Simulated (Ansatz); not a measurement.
# AlSnSiH7 (SMILES [SiH3][AlH][SnH3]) at MP2/def2-SVP (core potential)

Aim: the electronic atomisation energy of AlSnSiH7 at MP2/def2-SVP (core potential), from 5 runs. 

The calculation is run with Ansatz 0.2.0.

44 further runs of the same task are left out: 44 set aside as unsound or not needed.

### 1 The system as given

AlSnSiH7 has 10 atoms, charge 0, and is taken as a singlet. As SMILES, `[SiH3][AlH][SnH3]`. The coordinates come from a PBE0-D4/def2-TZVP relaxation.

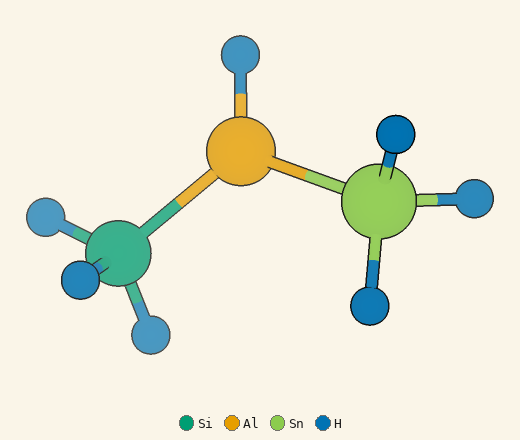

The structure, seen from a chosen angle (silicon teal, aluminium amber, tin green, hydrogen blue).

### 2 A single-point energy at MP2/def2-SVP (core potential)

Input file molecule.yaml:

```yaml
crystal:
  periodic: [false, false, false]
  atoms:
    - {symbol: Si, position_ang: [-1.727600, 1.016900, -0.987400]}
    - {symbol: Al, position_ang: [0.630900, 0.366100, -0.771800]}
    - {symbol: Sn, position_ang: [1.403800, -1.143700, 1.279600]}
    - {symbol: H, position_ang: [-2.584500, -0.202700, -1.056000]}
    - {symbol: H, position_ang: [-2.025800, 1.852500, -2.183800]}
    - {symbol: H, position_ang: [-2.154500, 1.780100, 0.221500]}
    - {symbol: H, position_ang: [1.723200, 0.824500, -1.833100]}
    - {symbol: H, position_ang: [2.608000, -0.374300, 2.224600]}
    - {symbol: H, position_ang: [0.128400, -1.541500, 2.349800]}
    - {symbol: H, position_ang: [2.081400, -2.629000, 0.759800]}
basis:
  gaussian:
    orbitals: def2-SVP
correlation:
  method: mp2
  frozen_orbitals: {Al: 5, H: 0, Si: 5, Sn: 4}
accuracy: high
```

Launch:

```
ansatz run molecule.yaml --threads 1 --pin off --max-ram 3480MiB --events-out events.jsonl --progress --plain --runs-dir runs
```

The log of the run:

```text
Warning: RAYON_NUM_THREADS=1 ignored (pool sized by the plan → 1); use --threads N
Functional definition: HF
  name "HF"
  exchange = exact_x
  correlation = 0
2236 factors; integrals over basis functions are off by at most 3.6e-8 eV
mean field evaluation 1: about -20354.5350 eV, gradient 1.4e1 eV
mean field evaluation 2: about -20354.5969 eV, gradient 1.4e1 eV
mean field evaluation 4: about -20355.9083 eV, gradient 1.0e0 eV
mean field evaluation 8: about -20355.9145 eV, gradient 8.3e-4 eV
mean field -20355.91454561 eV, -748.0660618168 hartree, gradient 4.0e-8 eV, S^2 0.000000; 0 other end points of the search recorded, 0 dependent functions left out
14 core orbitals not correlated: weight in the atoms' cores, before any rotation towards them, 1.000 or more for the frozen orbitals, at most 0.000 for the correlated occupied ones
reference -20355.91454561 eV, -748.0660618168 hartree; 14, 14 occupied and 69, 69 virtual orbitals, 2236 factors
second order -7.75157187 eV of doubles, -0.00000000 eV of singles
Total energy: -20363.66611748 eV, -748.3509268289 hartree
```

It took 5.7 s on 1 thread of Intel Xeon Platinum 8259CL at 2.50GHz (Skylake/Cascade Lake), shared host; peak memory 0.32 GiB.

### 3 The Al atom, same level

Input file input.yaml:

```yaml
crystal:
  periodic: [false, false, false]
  atoms:
    - {symbol: Al, position_ang: [0.000000, 0.000000, 0.000000]}
basis:
  gaussian:
    orbitals: def2-SVP
magnetization:
  spin_polarized: true
  initial_magnetization: 1
correlation:
  method: mp2
  frozen_orbitals: {Al: 5}
accuracy: high
```

Run the same way, it converges to -241.81838 Eh (log not shown).

### 4 The H atom: a single-point energy at UHF/def2-SVP

Input file job.yaml:

```yaml
crystal:
  periodic: [false, false, false]
  atoms:
    - {symbol: H, position_ang: [0.000000, 0.000000, 0.000000]}
basis:
  gaussian: {orbitals: def2-SVP}
magnetization: {spin_polarized: true, initial_magnetization: 1}
hamiltonian: {xc: hf}
accuracy: high
```

Run the same way, it converges to -0.49928 Eh (log not shown).

### 5 The Si atom at the same level

Input file job.yaml:

```yaml
crystal:
  periodic: [false, false, false]
  atoms:
    - {symbol: Si, position_ang: [0.000000, 0.000000, 0.000000]}
basis:
  gaussian:
    orbitals: def2-SVP
magnetization:
  spin_polarized: true
  initial_magnetization: 2
correlation:
  method: mp2
  frozen_orbitals: {Si: 5}
accuracy: high
```

Run the same way, it converges to -288.79662 Eh (log not shown).

### 6 The Sn atom at the same level

Input file molecule.yaml:

```yaml
crystal:
  periodic: [false, false, false]
  atoms:
    - symbol: Sn
      position_ang: [0.000000, 0.000000, 0.000000]
basis:
  gaussian:
    orbitals: def2-SVP
accuracy: high
correlation:
  method: mp2
  frozen_orbitals: {Sn: 4}
magnetization:
  spin_polarized: true
  initial_magnetization: 2
```

Run the same way, it converges to -213.39227 Eh (log not shown).

### 7 Summary of results

Level: MP2/def2-SVP (core potential), 14 core orbitals frozen.

| quantity | value |
| --- | --- |
| molecule: total energy | -748.35093 Eh |
| molecule: correlation energy (14 core orbitals frozen) | -284.9 mEh |
| Al atom: total energy | -241.81838 Eh |
| Al atom: correlation energy (5 core orbitals frozen) | -29.0 mEh |
| Al atom: ⟨S²⟩ of the reference determinant | 0.758 |
| H atom: total energy | -0.49928 Eh |
| H atom: ⟨S²⟩ | 0.750 |
| Si atom: total energy | -288.79662 Eh |
| Si atom: correlation energy (5 core orbitals frozen) | -43.5 mEh |
| Si atom: ⟨S²⟩ of the reference determinant | 2.009 |
| Sn atom: total energy | -213.39227 Eh |
| Sn atom: correlation energy (4 core orbitals frozen) | -56.1 mEh |
| Sn atom: ⟨S²⟩ of the reference determinant | 2.010 |
| electronic atomisation energy | 23.095 eV |

In words: Taking the molecule apart into free atoms costs 23.09 eV (2228 kJ/mol), before zero-point energy and without spin-orbit coupling.
